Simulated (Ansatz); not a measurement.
# Work function of Fe(110): what the settings cost and change, part 2 of 2

How far do functional and pseudopotentials move the work function of Fe(110), and at what cost?

Ansatz 0.2.0; plane-wave DFT, PBE, Ansatz PAW (the session's first sound run).

So far, work function, upper face (eV): step 2 (run, setting PBE, Ansatz PAW (420 eV)) 4.74; step 3 (LDA) 5.08; step 4 (PBEsol) 4.85.

## 5. Run

This step: plane-wave DFT, RPBE, Ansatz PAW (Ansatz 0.2.0).

input.yaml

```yaml
crystal:
  lattice:
    - [2.029396462, -1.435, 0.0]
    - [2.029396462, 1.435, 0.0]
    - [0.0, 0.0, 30.176378772]
  atoms:
    - { symbol: Fe, position: [0.0, 0.0, 0.2982465215], spin: 2.5 }
    - { symbol: Fe, position: [0.5, 0.5, 0.365497681], spin: 2.5 }
    - { symbol: Fe, position: [0.0, 0.0, 0.4327488405], spin: 2.5 }
    - { symbol: Fe, position: [0.5, 0.5, 0.5], spin: 2.5 }
    - { symbol: Fe, position: [0.0, 0.0, 0.5672511595], spin: 2.5 }
    - { symbol: Fe, position: [0.5, 0.5, 0.634502319], spin: 2.5 }
    - { symbol: Fe, position: [0.0, 0.0, 0.7017534785], spin: 2.5 }
magnetization:
  spin_polarized: true
kpoints:
  mp_grid: { grid: [17, 17, 1] }
hamiltonian:
  xc: rpbe
scf:
  occupations: { method: fermi_dirac, width: 0.1 }
  convergence: { dr2_threshold: 1.0e-09 }
efield:
  axis: 3
  dipole_correction: true
  ramp_position: 0.97
  ramp_width: 0.06
output:
  write_potential: true
  write_density: true
  volumetric_format: npy
```

Launch:

```
ansatz run input.yaml --threads 4 --pin off --max-ram 6144MiB --backend cpu --events-out ev --progress --plain --runs-dir out
```

Numbers of over 12 decimals in the logs are rounded to 6 here.

The program printed:

```text
[...]
Crystal: 7 atoms, lattice volume = 175.758 Å³
Basis set: ecut = 420 eV, 3403 PW (Γ)
Bands: 78, of which v1, the nominal top of the filled ones, is band 56 counted from 1 (55 counted from 0)
Symmetry: 4 space group operations
k-points: 81 of 289
[...]
k-point 1 ↑: bands = [... 52 lower, 4.7342, 4.7370, 4.7664, 4.7903, 4.8376, 4.8718, 4.9226, 4.9305, ... 18 higher]
  k-point 2 ↑: bands = [... 52 lower, 4.6332, 4.6693, 4.7374, 4.7464, 4.7592, 4.8420, 4.8606, 4.9107, ... 18 higher]
  k-point 80 ↓: bands = [... 52 lower, 7.6552, 7.8901, 7.9680, 8.2968, 8.3591, 8.4065, 8.4673, 8.5192, ... 18 higher]
[key lines of the parts left out:]
SCF converged after 18 iterations
Magnetization: 16.9885 μB (64.4943 up, 47.5057 down)
Free energy (F): -31395.433097 eV
Fermi energy:    6.056917 eV
Dipole field:    D = -0.000023 V/Å  (p = -0.000022 e·Å, saw-weighted, corrected)
Work function:   Φ+ = 4.5738 eV   Φ− = 4.5731 eV
```

The job ended after 3.7 min (4 threads of Intel Xeon Platinum 8488C (Sapphire Rapids), shared host; peak memory 2.3 GiB).

The work function is 4.574 eV, -0.164 eV from the run “PBE, Ansatz PAW (420 eV)”, at 0.87 times its CPU time.

## 6. Run

This step: plane-wave DFT, r2SCAN, Ansatz PAW (Ansatz 0.2.0).

Changes to input.yaml since step 5:

```diff
@@ -18,3 +18,3 @@
 hamiltonian:
-  xc: rpbe
+  xc: r2scan
 scf:
```

The program printed:

```text
[...]
Crystal: 7 atoms, lattice volume = 175.758 Å³
Basis set: ecut = 500 eV, 4561 PW (Γ), exchange–correlation on 80×80×900 points (64 copies of the dense FFT grid, shifted against one another)
Bands: 78, of which v1, the nominal top of the filled ones, is band 56 counted from 1 (55 counted from 0)
[...]
k-point 1 ↑: bands = [... 52 lower, 3.7114, 3.7121, 3.8055, 3.8117, 3.8488, 3.9012, 3.9458, 3.9706, ... 18 higher]
  k-point 2 ↑: bands = [... 52 lower, 3.6152, 3.6510, 3.7305, 3.7607, 3.7910, 3.8547, 3.8794, 3.9505, ... 18 higher]
  k-point 80 ↓: bands = [... 52 lower, 8.1553, 8.2287, 8.3011, 8.7301, 8.8157, 8.8223, 8.8421, 8.9454, ... 18 higher]
[key lines of the parts left out:]
SCF converged after 27 iterations
Magnetization: 19.0821 μB (65.5410 up, 46.4590 down)
Free energy (F): -31399.506135 eV
Fermi energy:    5.881598 eV
Dipole field:    D = 0.000013 V/Å  (p = 0.000013 e·Å, saw-weighted, corrected)
Work function:   Φ+ = 4.8464 eV   Φ− = 4.8468 eV
```

It took 6 min on 4 threads; peak memory 3.1 GiB; 21 min of CPU time.

The work function is 4.846 eV, +0.109 eV from the run “PBE, Ansatz PAW (420 eV)”, at 1.5 times its CPU time.

## 7. Slab

This step: plane-wave DFT, PBE, JTH PAW (Ansatz 0.2.0).

Changes to input.yaml since step 6:

```diff
@@ -18,3 +18,4 @@
 hamiltonian:
-  xc: r2scan
+  xc: pbe
+  pseudopotentials: { kind: paw, source: jth }
 scf:
```

The program printed:

```text
[...]
k-point 1 ↑: bands = [... 52 lower, 5.3737, 5.3784, 5.3982, 5.4239, 5.4814, 5.5050, 5.5562, 5.5573, ... 18 higher]
  k-point 2 ↑: bands = [... 52 lower, 5.2759, 5.3067, 5.3725, 5.3786, 5.3942, 5.4801, 5.4947, 5.5406, ... 18 higher]
  k-point 80 ↓: bands = [... 52 lower, 8.1773, 8.4359, 8.5114, 8.8325, 8.8922, 8.9356, 9.0017, 9.0513, ... 18 higher]
[key lines of the parts left out:]
SCF converged after 17 iterations
Magnetization: 16.7712 μB (64.3856 up, 47.6144 down)
Free energy (F): -31358.537890 eV
Fermi energy:    6.653053 eV
Dipole field:    D = -0.000003 V/Å  (p = -0.000003 e·Å, saw-weighted, corrected)
Work function:   Φ+ = 4.7442 eV   Φ− = 4.7441 eV
```

Run time: 6.8 min. Hardware: 4 threads; peak memory 5.3 GiB; 25 min of CPU time.

The work function is 4.744 eV, +0.007 eV from the run “PBE, Ansatz PAW (420 eV)”, at 1.8 times its CPU time.

## 8. Slab

This step: plane-wave DFT, PBE, norm-conserving (Ansatz 0.2.0).

Changes to input.yaml since step 7:

```diff
@@ -19,3 +19,3 @@
   xc: pbe
-  pseudopotentials: { kind: paw, source: jth }
+  pseudopotentials: { kind: nc }
 scf:
```

The program printed:

```text
[...]
Crystal: 7 atoms, lattice volume = 175.758 Å³
Basis set: ecut = 1224.512381 eV, 17035 PW (Γ)
Bands: 78, of which v1, the nominal top of the filled ones, is band 56 counted from 1 (55 counted from 0)
Symmetry: 4 space group operations
k-points: 81 of 289
[...]
k-point 1 ↑: bands = [... 52 lower, 4.6320, 4.6427, 4.6535, 4.6804, 4.7406, 4.7631, 4.8128, 4.8165, ... 18 higher]
  k-point 2 ↑: bands = [... 52 lower, 4.5346, 4.5631, 4.6287, 4.6344, 4.6501, 4.7378, 4.7521, 4.7986, ... 18 higher]
  k-point 80 ↓: bands = [... 52 lower, 7.4278, 7.7047, 7.7817, 8.1064, 8.1668, 8.2132, 8.2770, 8.3136, ... 18 higher]
[key lines of the parts left out:]
SCF converged after 21 iterations
Magnetization: 16.7714 μB (64.3857 up, 47.6143 down)
Free energy (F): -24769.978732 eV
Fermi energy:    5.918964 eV
Dipole field:    D = -0.000001 V/Å  (p = -0.000001 e·Å, saw-weighted, corrected)
Work function:   Φ+ = 4.7440 eV   Φ− = 4.7440 eV
```

It took 5.6 min on 4 threads; peak memory 5.2 GiB; 22 min of CPU time.

The work function is 4.744 eV, +0.006 eV from the run “PBE, Ansatz PAW (420 eV)”, at 1.5 times its CPU time.

## 9. Run

This step: plane-wave DFT, LDA, norm-conserving (Ansatz 0.2.0).

Changes to input.yaml since step 8:

```diff
@@ -18,3 +18,3 @@
 hamiltonian:
-  xc: pbe
+  xc: lda
   pseudopotentials: { kind: nc }
```

The program printed:

```text
[...]
Crystal: 7 atoms, lattice volume = 175.758 Å³
Basis set: ecut = 1224.512381 eV, 17035 PW (Γ)
Bands: 78, of which v1, the nominal top of the filled ones, is band 56 counted from 1 (55 counted from 0)
Symmetry: 4 space group operations
k-points: 81 of 289
[...]
k-point 1 ↑: bands = [... 52 lower, 4.3171, 4.3354, 4.3583, 4.3625, 4.4577, 4.4724, 4.5083, 4.5153, ... 18 higher]
  k-point 2 ↑: bands = [... 52 lower, 4.2254, 4.2594, 4.3113, 4.3267, 4.3416, 4.4471, 4.4573, 4.4843, ... 18 higher]
  k-point 80 ↓: bands = [... 52 lower, 6.9694, 7.3457, 7.4286, 7.7685, 7.8294, 7.8875, 7.9364, 7.9513, ... 18 higher]
[key lines of the parts left out:]
SCF converged after 17 iterations
Magnetization: 16.8630 μB (64.4315 up, 47.5685 down)
Free energy (F): -23853.611494 eV
Fermi energy:    5.568357 eV
Dipole field:    D = 0.000000 V/Å  (p = 0.000000 e·Å, saw-weighted, corrected)
Work function:   Φ+ = 5.0719 eV   Φ− = 5.0719 eV
```

It took 11 min on 4 threads; peak memory 5.3 GiB.

The work function is 5.072 eV, +0.334 eV from the run “PBE, Ansatz PAW (420 eV)”, at 2.5 times its CPU time.

## 10. Slab, setting PBE, all layers relaxed

This step: plane-wave DFT, PBE, Ansatz PAW (Ansatz 0.2.0).

Changes to input.yaml since step 9:

```diff
@@ -18,4 +18,3 @@
 hamiltonian:
-  xc: lda
-  pseudopotentials: { kind: nc }
+  xc: pbe
 scf:
@@ -28,2 +27,5 @@
   ramp_width: 0.06
+relax:
+  f_tol: 0.01
+  max_steps: 40
 output:
```

The program printed:

```text
[...]
Crystal: 7 atoms, lattice volume = 175.758 Å³
Basis set: ecut = 420 eV, 3403 PW (Γ), exchange–correlation on 36×36×432 points (8 copies of the dense FFT grid, shifted against one another)
Bands: 78, of which v1, the nominal top of the filled ones, is band 56 counted from 1 (55 counted from 0)
[...]
atoms:
    - { symbol: Fe, position: [0.0, 0.0, 0.303299] }
    - { symbol: Fe, position: [0.5, 0.5, 0.368634] }
    - { symbol: Fe, position: [0.0, 0.0, 0.434587] }
    - { symbol: Fe, position: [0.5, 0.5, 0.500000] }
    - { symbol: Fe, position: [0.0, 0.0, 0.565413] }
    - { symbol: Fe, position: [0.5, 0.5, 0.631366] }
    - { symbol: Fe, position: [0.0, 0.0, 0.696701] }
[key lines of the parts left out:]
SCF converged after 12 iterations
Magnetization: 16.3908 μB (64.1954 up, 47.8046 down)
Free energy (F): -31361.692252 eV
Fermi energy:    5.914651 eV
Dipole field:    D = 0.000000 V/Å  (p = 0.000000 e·Å, saw-weighted, corrected)
Work function:   Φ+ = 4.7223 eV   Φ− = 4.7223 eV
```

The job ended after 9.8 min (4 threads; peak memory 1.8 GiB; 33 min of CPU time).

The relaxation took 4 steps and lowered the energy by 0.039 eV; the largest force on the free atoms ends at 5.5e-4 eV/Å.

The work function is 4.722 eV, -0.015 eV from the run “PBE, Ansatz PAW (420 eV)”, at 2.4 times its CPU time.

## 11. Side by side

Times are for 4 threads of Intel Xeon Platinum 8488C (Sapphire Rapids), shared host. The runs compared:

```csv
no.,setting,"work function, upper face (eV)",time,memory (GiB)
1,"PBE, Ansatz PAW (420 eV)",4.738,4.1 min,2.3
2,"LDA, Ansatz PAW (420 eV)",5.083,4.8 min,2.3
3,"PBEsol, Ansatz PAW (420 eV)",4.847,3.4 min,2.3
4,"RPBE, Ansatz PAW (420 eV)",4.574,3.7 min,2.3
5,"r2SCAN, Ansatz PAW (500 eV)",4.846,6 min,3.1
6,"PBE, JTH PAW (1320 eV)",4.744,6.8 min,5.3
7,"PBE, norm-conserving (1225 eV)",4.744,5.6 min,5.2
8,"LDA, norm-conserving (1225 eV)",5.072,11 min,5.3
9,"PBE, all layers relaxed",4.722,9.8 min,1.8
```

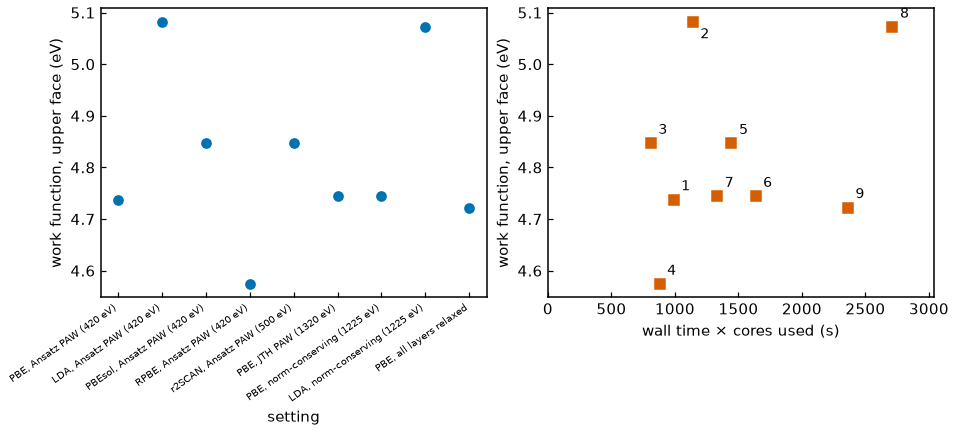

The series as plots; the last panel sets the first result against cost, with the runs numbered as in the table.

## 12. Varying the input

An input spoilt on purpose, to show how the run answers: it repeats the earlier run “PBE, Ansatz PAW (420 eV)” with efield.amplitude to 0 and efield.dipole_correction from true to false, and scf.max_iter set to 80; its output block differs too.

Changes to input.yaml since step 10:

```diff
@@ -22,10 +22,9 @@
   convergence: { dr2_threshold: 1.0e-09 }
+  max_iter: 80
 efield:
   axis: 3
-  dipole_correction: true
+  dipole_correction: false
   ramp_position: 0.97
   ramp_width: 0.06
-relax:
-  f_tol: 0.01
-  max_steps: 40
+  amplitude: 0
 output:
```

The program printed:

```text
Error: invalid value for `efield.amplitude`: is zero with dipole_correction: false — the section would apply nothing; set a non-zero amplitude, enable dipole_correction, or remove the block
```

Wall time 0.05 s (4 threads); peak memory 0.043 GiB.

The program refused the input before any cycle.

The program's message: “Error: invalid value for `efield.amplitude`: is zero with dipole_correction: false — the section would apply nothing; set a non-zero amplitude, enable dipole_correction, or remove the block”

The fault put into the input: a field block that applies nothing.

## 13. What came out

| Item | Value |
| --- | --- |
| work function, PBE, Ansatz PAW (420 eV) | 4.738 eV |
| work function, LDA, Ansatz PAW (420 eV) | 5.083 eV |
| work function, RPBE, Ansatz PAW (420 eV) | 4.574 eV |
| work function, r2SCAN, Ansatz PAW (500 eV) | 4.846 eV |
| work function, PBE, all layers relaxed | 4.722 eV |

PBE on the default files gives 4.74 eV, and the settings tried spread the value from 4.57 to 5.08 eV. At one geometry LDA lies 0.34 eV above PBE. The choice of pseudopotentials moves the PBE value by 0.007 eV. Relaxing the layers changes it by -0.015 eV. The ladder's slabs use the tabulated experimental lattice constant (two decimals; a low-temperature value for the alkali metals). The magnetic order is the one reached from the typed start; other orders were not compared.

Computed beside measured:

```
                                               quantity  measured  PBE, Ansatz PAW (420 eV)  LDA, Ansatz PAW (420 eV)  PBEsol, Ansatz PAW (420 eV)  RPBE, Ansatz PAW (420 eV)  r2SCAN, Ansatz PAW (500 eV)  LDA, norm-conserving (1225 eV)  PBE, all layers relaxed
work function (clean (110) face, a compiled value) (eV)      5.12           4.74 (-0.38 eV)           5.08 (-0.04 eV)              4.85 (-0.27 eV)            4.57 (-0.55 eV)              4.85 (-0.27 eV)                 5.07 (-0.05 eV)          4.72 (-0.40 eV)
```

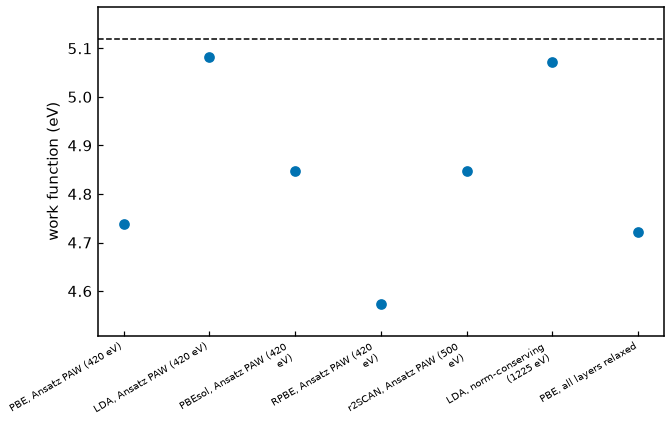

The work function by level; the dashed line is the measured value.

Measured values from arxiv:1902.07811 (2019).

**Verdict.** For the work function, of the levels listed nearest comes LDA, Ansatz PAW (420 eV) (-0.04 eV, good agreement) and farthest RPBE, Ansatz PAW (420 eV) (-0.55 eV, a clear miss). The grades are ours: good and fair within 3 and 7 % for the work function.

[Logs are printed without paths, hosts, clocks, repeated set-up lines and the standing remarks that a program may print on its own settings, such as how far it seeks lower states.]

[Hosts, paths, dates, database ids (printed as entryN), source tags and the programs' standing remarks are cut or masked in the printed files.]

[Maps of the electrostatic potential energy from Ansatz leave out the sawtooth potential of an applied field or a dipole correction, so their vacuum need not be flat; planar profiles and work functions include it.]
